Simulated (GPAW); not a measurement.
# Dielectric function and optical constants of TiCo, part 2 of 2

Aim: the dielectric function of TiCo, and the optical constants that follow from it.

GPAW 26.7.0; DFT, PBE, plane-wave PAW (GPAW data sets), scalar-relativistic, RPA, optical limit.

So far. Step 2 (Ground state): There are states at the Fermi level within the smearing, so the occupations stay smeared and the carriers get a Drude term.

**4. Dielectric function, RPA**

Transitions between filled and empty bands, summed over the zone, give the optical response, so mesh, band count and broadening shape it.

The induced potential is part of this response.

This step: DFT, PBE, plane-wave PAW (GPAW data sets), scalar-relativistic, RPA, optical limit (GPAW 26.7.0).

The input, df.py:

```python
from gpaw.response.df import DielectricFunction

df = DielectricFunction('full.gpw', frequencies={'type': 'nonlinear', 'domega0': 0.03, 'omega2': 8},
                        ecut=50,
                        eta=0.15,
                        nbands=26,
                        rate=0.05,
                        txt='df.txt')
for direction in ['x']:
    df.get_dielectric_function(xc='RPA', direction=direction, filename=f'df_{direction}.csv')
```

Started as:

```console
> OMP_NUM_THREADS=1 python df.py
```

Numbers of over 12 decimals in the logs are rounded to 6 here.

What it wrote:

```text
Using integrator: PointIntegrator
NonLinearFrequencyDescriptor(from 0.000 to 89.005 eV, 530 points)
Nonperiodic BCs:  [False False False]
Using integrator: PointIntegrator
NonLinearFrequencyDescriptor(from 0.000 to 89.005 eV, 530 points)
Nonperiodic BCs:  [False False False]
Using integrator: PointIntegrator

Calculating chi0 body with:
    Ground state adapter containing:
    Number of spins: 1
    Number of kpoints: 3375
    Number of irreducible kpoints: 120
    Number of completely occupied states: 8
    Number of partially occupied states: 14

    Linear response parametrization:
    q_c: [0.0, 0.0, 0.0]
    Number of frequency points: 530
    Planewave cutoff: 50.0
    Number of bands: 26
    Number of planewaves: 19
    Broadening (eta): 0.15

Integrating chi0 body.

Symmetries of q_c:
    Direct symmetries (Uq -> q): 48
    Indirect symmetries (TUq -> q): 0
In total 48 allowed symmetries.

120 groups of equivalent kpoints. 96.444444% reduction.

Integral kind: spectral function

Calculating chi0 optical extensions with:
    Ground state adapter containing:
    Number of spins: 1
    Number of kpoints: 3375
    Number of irreducible kpoints: 120
    Number of completely occupied states: 8
    Number of partially occupied states: 14

    Linear response parametrization:
    Number of frequency points: 530
    Planewave cutoff: 50.0
    Number of bands: 26
    Number of planewaves: 19
    Broadening (eta): 0.15
Integrating chi0 head and wings.

Symmetries of q_c:
    Direct symmetries (Uq -> q): 48
    Indirect symmetries (TUq -> q): 0
In total 48 allowed symmetries.

120 groups of equivalent kpoints. 96.444444% reduction.

Integral kind: spectral function wings

Calculating drude chi0 with:
    Number of frequency points:530
    Plasma frequency decay rate: 0.05 eV

    Ground state adapter containing:
    Number of spins: 1
    Number of kpoints: 3375
    Number of irreducible kpoints: 120
    Number of completely occupied states: 8
    Number of partially occupied states: 14

Symmetries of q_c:
    Direct symmetries (Uq -> q): 48
    Indirect symmetries (TUq -> q): 0
In total 48 allowed symmetries.

120 groups of equivalent kpoints. 96.444444% reduction.

Integral kind: intraband
Plasma frequency:
[[4.94-0.j 0.  +0.j 0.  +0.j]
 [0.  +0.j 4.94-0.j 0.  +0.j]
 [0.  +0.j 0.  +0.j 4.94-0.j]]
```

Elapsed: 15 s, on 1 thread of Arm Neoverse N1, shared host; peak memory 0.25 GiB.

Some rows of df_x.csv (energy; Re and Im without local fields; Re and Im with them):

```text
0.000000, 9918.692959, -0.000000, 9917.881473, -0.000000
0.460735, -86.357385, 55.269880, -87.284229, 54.584826
0.943989, -13.847593, 14.915939, -14.178655, 14.618549
1.451455, 7.210610, 13.475731, 6.701454, 13.248888
1.984998, 9.883071, 18.923370, 9.004666, 17.678323
2.546682, 3.295816, 25.585968, 4.857337, 24.190277
3.138794, 0.296061, 16.392515, 0.852070, 16.605446
3.763875, -1.087227, 17.766469, -0.722311, 17.643657
4.424758, -8.910234, 11.179554, -8.701887, 11.469745
5.124608, -6.376778, 6.075606, -6.257428, 6.328496
5.866977, -4.049287, 3.669502, -4.050930, 3.806834
6.655862, -3.017718, 3.885299, -2.898487, 4.131329
7.495775, -1.882995, 2.625765, -1.952794, 2.712986
8.391833, -1.458572, 2.003982, -1.579187, 2.070397
9.349861, -0.755458, 2.003352, -0.815404, 1.956193
10.376517, -0.704126, 2.298591, -0.712185, 2.343905
11.479449, -0.693533, 1.678131, -0.731009, 1.718079
12.667487, -0.505143, 1.355307, -0.549799, 1.392385
13.950874, -0.202960, 1.043687, -0.254776, 1.072491
```

The Im ε, E ∥ x has structure finer than the step of the table below, so its rows give means over 1 eV, whole bins alone (the curve runs from 0.305 to 14.0 eV). Peaks (eV: height): 2.5: 24.2.

Sum at mesh points, not converged in k. Table of Im ε, E ∥ x by photon energy; means over each step:

| photon energy (eV) | Im ε, E ∥ x |
| --- | --- |
| 1 | 20.0 |
| 2 | 18.2 |
| 3 | 19.1 |
| 4 | 16.0 |
| 5 | 7.09 |
| 6 | 3.81 |
| 7 | 3.20 |
| 8 | 2.57 |
| 9 | 2.00 |
| 10 | 2.23 |
| 11 | 1.90 |
| 12 | 1.49 |
| 13 | 1.24 |

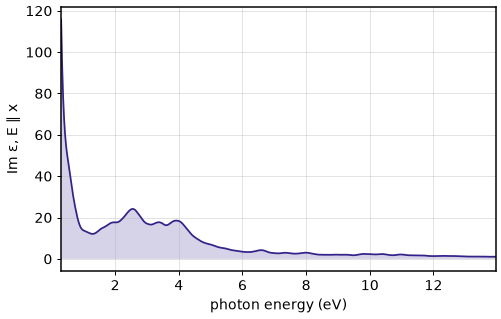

Im ε, E ∥ x, plotted against photon energy.

Values under 1 per cm are given as 1; sum at mesh points, not converged in k. The absorption coefficient, E ∥ x by photon energy:

| photon energy (eV) | absorption coefficient, E ∥ x (1/cm) |
| --- | --- |
| 1.01 | 3.7e5 |
| 1.99 | 4.7e5 |
| 3.02 | 8.9e5 |
| 3.98 | 1.4e6 |
| 4.98 | 1.4e6 |
| 6.02 | 1.3e6 |
| 6.99 | 1.3e6 |
| 8.03 | 1.3e6 |
| 9.02 | 1.1e6 |
| 10.03 | 1.3e6 |
| 11.03 | 1.4e6 |
| 12.02 | 1.2e6 |
| 13.00 | 1.3e6 |

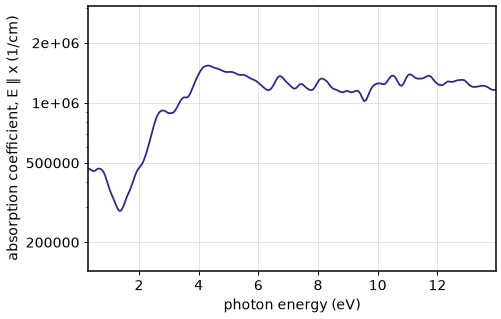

Absorption coefficient, E ∥ x, plotted against photon energy.

The loss function −Im 1/ε at q → 0, E ∥ x has structure finer than the step of the table below, so its rows give means over 0.5 eV, whole bins alone (the curve runs from 0.305 to 14.0 eV). Peaks (eV: height): 9.55: 0.525.

Sum at mesh points, not converged in k. Loss function −Im 1/ε at q → 0, E ∥ x against energy loss; means over each step:

| energy loss (eV) | loss function −Im 1/ε at q → 0, E ∥ x |
| --- | --- |
| 1.0 | 0.0477 |
| 1.5 | 0.0599 |
| 2.0 | 0.0439 |
| 2.5 | 0.0406 |
| 3.0 | 0.0562 |
| 3.5 | 0.0584 |
| 4.0 | 0.0521 |
| 4.5 | 0.0582 |
| 5.0 | 0.0767 |
| 5.5 | 0.0981 |
| 6.0 | 0.143 |
| 6.5 | 0.182 |
| 7.0 | 0.202 |
| 7.5 | 0.257 |
| 8.0 | 0.270 |
| 8.5 | 0.335 |
| 9.0 | 0.411 |
| 9.5 | 0.467 |
| 10.0 | 0.408 |
| 10.5 | 0.416 |
| 11.0 | 0.447 |
| 11.5 | 0.487 |
| 12.0 | 0.589 |
| 12.5 | 0.617 |
| 13.0 | 0.704 |
| 13.5 | 0.800 |

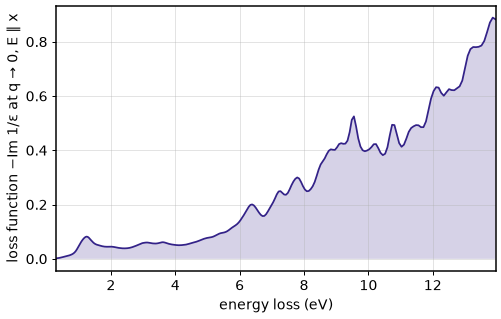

Loss function −Im 1/ε at q → 0, E ∥ x against energy loss.

The reflectivity at normal incidence, E ∥ x has structure finer than the step of the table below, so its rows give means over 1 eV, whole bins alone (the curve runs from 0.305 to 14.0 eV). Peaks (eV: height): 2.7: 55.0, 4.4: 64.0, 6.8: 52.9, 8.3: 44.7, 10.6: 34.1, 11.8: 34.2.

Sum at mesh points, not converged in k. Table of reflectivity at normal incidence, E ∥ x by photon energy; means over each step:

| photon energy (eV) | reflectivity at normal incidence, E ∥ x (%) |
| --- | --- |
| 1 | 64.3 |
| 2 | 46.9 |
| 3 | 52.3 |
| 4 | 57.7 |
| 5 | 62.4 |
| 6 | 54.1 |
| 7 | 47.3 |
| 8 | 41.3 |
| 9 | 33.5 |
| 10 | 27.8 |
| 11 | 31.2 |
| 12 | 30.4 |
| 13 | 28.4 |

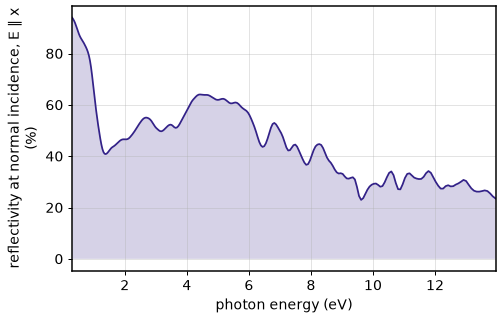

Reflectivity at normal incidence, E ∥ x, plotted against photon energy.

The Im ε, E ∥ x has structure finer than the step of the table below, so its rows give means over 1 eV, whole bins alone (the curve runs from 0.305 to 14.0 eV). Peaks (eV: height): without local fields 2.5: 25.6; with local fields 2.5: 24.2.

Sum at mesh points, not converged in k. The Im ε, E ∥ x by photon energy; means over each step:

| photon energy (eV) | without local fields | with local fields |
| --- | --- | --- |
| 1 | 20.4 | 20.0 |
| 2 | 19.4 | 18.2 |
| 3 | 19.2 | 19.1 |
| 4 | 15.9 | 16.0 |
| 5 | 6.87 | 7.09 |
| 6 | 3.69 | 3.81 |
| 7 | 3.02 | 3.20 |
| 8 | 2.47 | 2.57 |
| 9 | 1.99 | 2.00 |
| 10 | 2.22 | 2.23 |
| 11 | 1.86 | 1.90 |
| 12 | 1.45 | 1.49 |
| 13 | 1.21 | 1.24 |

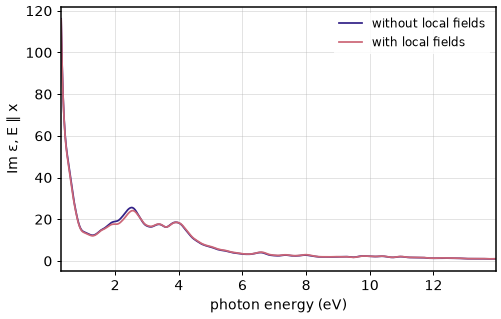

Im ε, E ∥ x against photon energy.

At chosen wavelengths:

| wavelength (nm) | n | k | R (%) | 1/α |
| --- | --- | --- | --- | --- |
| 1550 | 1.88 | 5.596 | 81.0 | 22 nm |
| 800 | 3.51 | 2.067 | 43.0 | 31 nm |
| 633 | 3.80 | 2.325 | 46.6 | 22 nm |
| 532 | 4.06 | 2.622 | 50.0 | 16 nm |
| 405 | 2.92 | 2.864 | 50.4 | 11 nm |
| 308 | 2.62 | 3.474 | 58.4 | 7.1 nm |
| 248 | 1.23 | 2.823 | 62.0 | 7.0 nm |

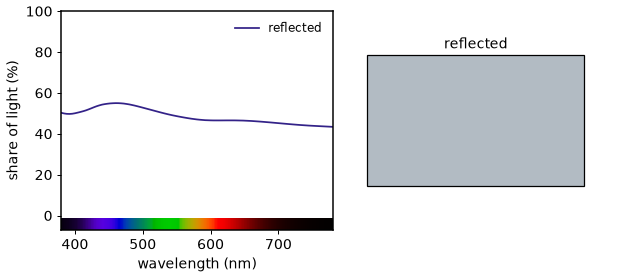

Light reflected across the visible range, with the colour that it makes of daylight (sRGB).

In reflection the computed colour is light grey: x = 0.299, y = 0.318, luminous reflectivity 49 %.

**5. Outcome**

At this level (PBE, RPA) TiCo is a metal. The mesh is too coarse to trust the carriers' weight, the reflectivity or the colour to better than tens of per cent. In reflection the computed colour is light grey: x = 0.299, y = 0.318, luminous reflectivity 49 %. The carriers' damping of 0.05 eV is typed, not computed; it shapes the response at the lowest energies. The run has no spin polarisation; magnetic order or correlation, untested here, could change the spectrum. In this version of GPAW the matrix elements of the optical limit are incomplete, which can lower ε − 1 by up to a tenth where first-row anions or d states rule, and shift it by more in d metals. GPAW's carrier term has the form −ωp²/(ω + i·rate)², which damps like twice the rate and fails at low energy, so the curves leave the lowest energies out. The sum runs over mesh points 0.14 Å⁻¹ apart with no interpolation, so peaks are partly noise of the mesh, and the Drude plasma energy, a sum over the Fermi surface, isn't converged.

[Machine, clock and banner lines and Python warnings are left out of the logs.]

[Logs are printed without paths, hosts, clocks, repeated set-up lines and the standing remarks that a program may print on its own settings, such as how far it seeks lower states.]

[Hosts, paths, dates, database ids (printed as entryN), source tags and the programs' standing remarks are cut or masked in the printed files.]
